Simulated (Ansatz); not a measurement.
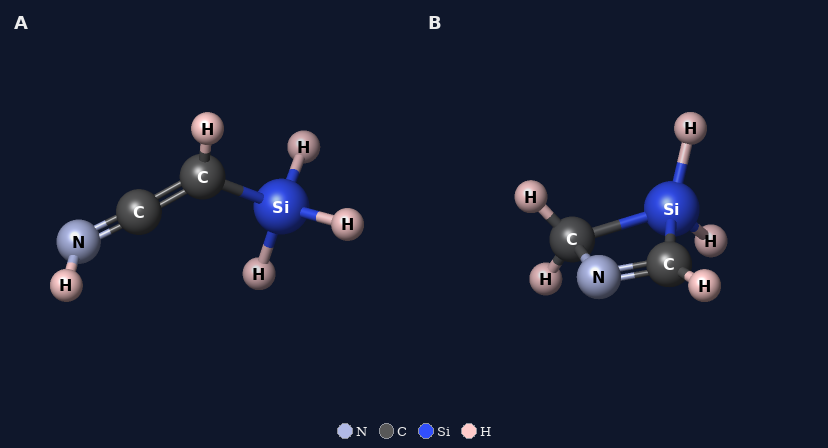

2 stationary structures of one formula. Geometries: PBE-D4/def2-SVP. Electronic energies: PBE-D4/def2-SVP (Ansatz 0.2.0), without zero-point energy. No frequency run is at hand to confirm each as a minimum.

Are they conformers, stereoisomers or constitutional isomers?

Answer. They are constitutional isomers of C2H5NSi: A `N=C=C[SiH3]`, B `C1=NC[SiH2]1`.

Rank them by energy, lowest first.

Answer. A is lowest; B lies 38.5 kJ/mol above it.
